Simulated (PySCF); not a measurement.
**Excited-state calculation of Hf2H3Cl3O4**

Hf2H3Cl3O4, computed with TDDFT CAM-B3LYP/def2-SVPD, vertical, gas phase, core orbitals frozen in the response (PySCF 2.14.0).

The geometry comes from this level: PBE0-D3(BJ)/def2-SVP.

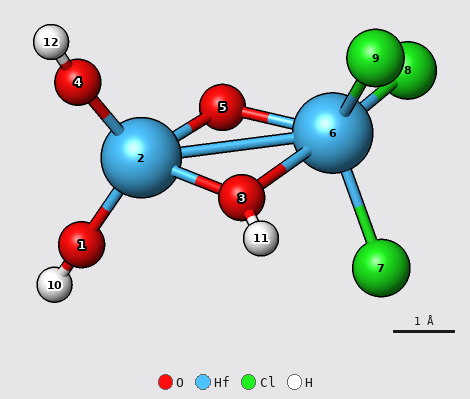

Fig. 1: The structure as given in the input (ball-and-stick view, seen at a tilt; atoms are numbered from 1 in the order of the input). Sticks mark near contacts. Bond lengths as drawn: Cl–Hf 2.36 to 2.38 Å, Hf–Hf 3.23 Å, Hf–O 1.92 to 2.36 Å and H–O 0.96 Å.

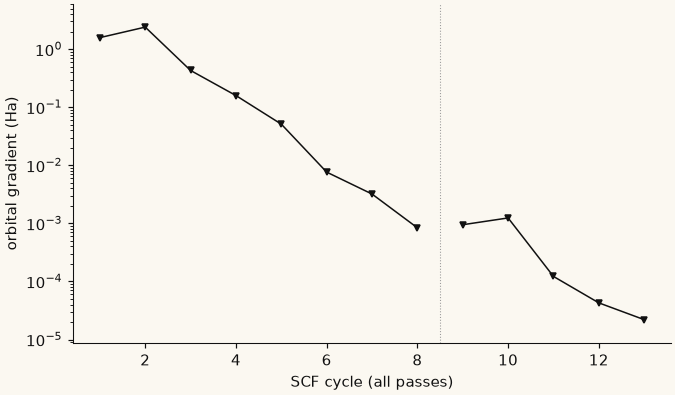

Fig. 2: Convergence of the self-consistent field: orbital gradient against the SCF cycle. The dotted line marks the change from a coarse to the final integration grid. The first 8 cycles use a coarse grid, the final grid takes over at cycle 9, and the field converges after 13 cycles in all.

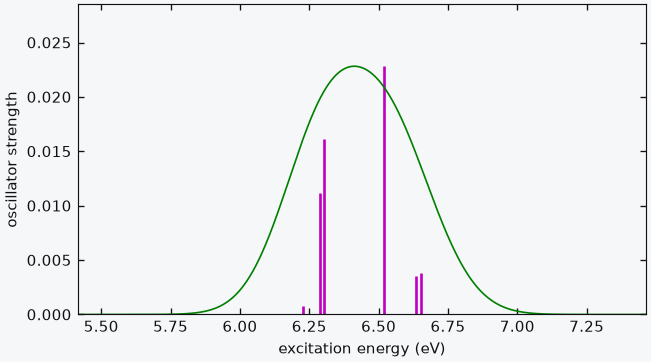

Fig. 3: Computed excitations as sticks (degenerate states added up, dark ones marked on the axis), with a Gaussian envelope of 0.35 eV full width at half maximum, scaled to the tallest. Of the 6 states the lowest lies at 6.23 eV (f = 0.001); the strongest line is at 6.52 eV, or 190 nm (f = 0.023).

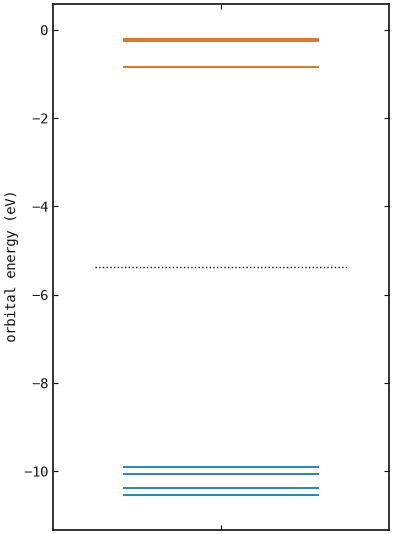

Fig. 4: Orbital energies near the frontier; the dotted line parts filled from empty levels, and levels within 0.02 eV of each other stand side by side. Highest filled −9.90 eV, lowest empty −0.85 eV, 9.05 eV apart.

The input that produced these results follows, with the program's output.

Input file
```
{"job": {"kind": "uv", "xc": "CAM-B3LYP", "basis": "def2-SVPD", "nstates": 6, "ntriplets": 2, "ip": true}, "charge": 0, "multiplicity": 1}
O     -2.200573     1.722574     0.149863
Hf    -0.489963     1.091989    -0.459308
O      0.602074     0.305668     1.043638
O      0.479101     2.301331    -1.596250
O     -0.453827    -0.761875    -1.051175
Hf     0.551669    -1.896890     0.197305
Cl    -0.355916    -2.324745     2.357282
Cl     0.189954    -4.001049    -0.798655
Cl     2.904451    -1.697221     0.009803
H     -3.104210     1.927990     0.382546
H      0.888212     0.467234     1.947776
H      1.026925     2.837659    -2.165925
```

The first line tells a small driver script what to run in PySCF; the rest is the geometry in Å.

Command:
```bash
OMP_NUM_THREADS=1 python <driver script> task.json out
```

Log
```
coarse grid: 64768 points
cycle   1  E = -1778.6455763758  dE = -2.513e+01  |g| = 1.582e+00  |ddm| = 1.138e+01
cycle   2  E = -1778.0124428160  dE =  6.331e-01  |g| = 2.401e+00  |ddm| = 3.498e+00
cycle   3  E = -1779.1415001738  dE = -1.129e+00  |g| = 4.303e-01  |ddm| = 1.987e+00
cycle   4  E = -1779.1739014408  dE = -3.240e-02  |g| = 1.591e-01  |ddm| = 5.400e-01
cycle   5  E = -1779.1783047594  dE = -4.403e-03  |g| = 5.117e-02  |ddm| = 1.519e-01
cycle   6  E = -1779.1788471898  dE = -5.424e-04  |g| = 7.642e-03  |ddm| = 5.672e-02
cycle   7  E = -1779.1788609658  dE = -1.378e-05  |g| = 3.203e-03  |ddm| = 1.330e-02
cycle   8  E = -1779.1788637572  dE = -2.791e-06  |g| = 8.393e-04  |ddm| = 5.014e-03
final grid: 126936 points
cycle   9  E = -1779.1790193766  dE = -1.699e-07  |g| = 9.486e-04  |ddm| = 4.348e-03
cycle  10  E = -1779.1790192506  dE =  1.261e-07  |g| = 1.241e-03  |ddm| = 2.349e-03
cycle  11  E = -1779.1790196038  dE = -3.532e-07  |g| = 1.221e-04  |ddm| = 1.272e-03
cycle  12  E = -1779.1790196069  dE = -3.082e-09  |g| = 4.281e-05  |ddm| = 1.561e-04
cycle  13  E = -1779.1790196074  dE = -5.207e-10  |g| = 2.199e-05  |ddm| = 6.555e-05
converged SCF energy = -1779.1790196074

Static polarisability (au): isotropic 130.136, principal 112.925 130.158 147.326

Singlet excitations
state   eV       nm        f      main configurations
  1   6.2265    199.1   0.00080   H-1->L+2 0.51, H-1->L+1 0.25, H->L+2 0.10
  2   6.2900    197.1   0.01114   H->L+1 0.43, H->L 0.15, H->L+2 0.12
  3   6.3035    196.7   0.01614   H->L+2 0.47, H-1->L+1 0.20, H->L+1 0.16
  4   6.5182    190.2   0.02282   H-1->L 0.18, H-1->L+2 0.17, H-1->L+1 0.16
  5   6.6334    186.9   0.00355   H-2->L+1 0.45, H-2->L+2 0.38
  6   6.6534    186.3   0.00386   H-2->L+2 0.30, H-3->L+2 0.23, H-2->L 0.13

Triplet excitations (Tamm-Dancoff, eV): 5.8449 6.0210
Vertical ionisation energy (delta-SCF) = 10.6958 eV
Vertical electron affinity (delta-SCF) = 0.3186 eV
```

Summary

```csv
quantity,value
outcome,converged
total energy,−1779.179020 hartree
HOMO,−9.90 eV
LUMO,−0.85 eV
dipole moment,7.96 D
mean polarisability,130.14 a.u.
vertical ionisation energy,10.70 eV
vertical electron affinity,0.32 eV
lowest singlet excitation,6.23 eV
hardware,"1 CPU thread, shared host"
wall time,9.8 min
peak memory,1.9 GiB
```

Notes

Spin–orbit coupling is left out, which matters for the heavy atoms.
